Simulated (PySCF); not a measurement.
GaSn (quartet)

```xyz
2

Ga    0.0000    0.0000   -1.7043
Sn    0.0000    0.0000    0.9797
```

Core potentials replace the inner electrons of Sn.

Theory: PBE0/cc-pVDZ(-PP), non-relativistic Hamiltonian with scalar-relativistic core potentials where named, at a bond length of 2.684 Å in PySCF 2.14.0.

Q: What will maps of the electron density, electron localisation function and spin density show?

A: Ga–Sn (2.68 Å): ρ is about 0.32 e/Å³ halfway; the ELF reaches about 0.50 near the midpoint.
The unpaired spin (3 electrons) lies mostly on Sn2 (about 2.0) and Ga1 (about 1.0), in electrons by Hirshfeld's partition.

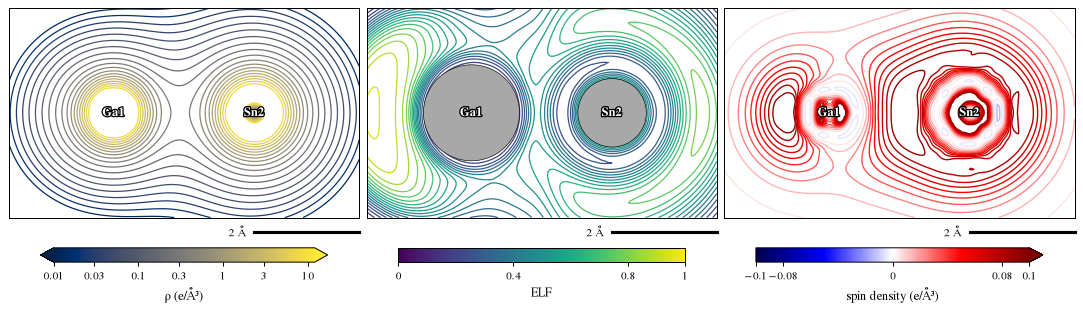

Computed electron density, electron localisation function and spin density on a plane that holds the molecular axis, in this order. Grey discs cover the atomic cores in the ELF map. 
